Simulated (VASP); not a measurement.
Consider the following.

```xyz
2
Lattice="0.0000 2.9435 2.9435 2.9435 0.0000 2.9435 2.9435 2.9435 0.0000" Properties=species:S:1:pos:R:3 pbc="T T T"
In     0.0000     0.0000     0.0000
P      1.4717     1.4717     1.4717
```

Method: AM05 GGA, VASP's PBE PAW potentials (set 64) (plane waves; VASP 6.6.1). Numerical set-up: 520 eV cut-off, 9×9×9 Γ-centred mesh, tetrahedra with Blöchl corrections, potentials In_d P.

Unless said otherwise, spin-orbit coupling is left out, though it shifts the bands of the heavy elements here.

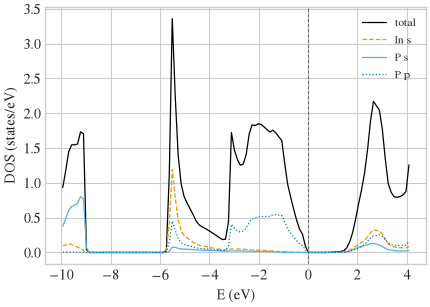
*Total and projected density of states, zero at the valence-band maximum*

Within 2 eV below the valence-band maximum the largest weight inside VASP's projection spheres is P p, then In p.

The gap is direct, 0.63 eV, from the valence maximum at Γ to the conduction minimum at Γ.

The compound is InP in the zinc blende structure. It was relaxed first.
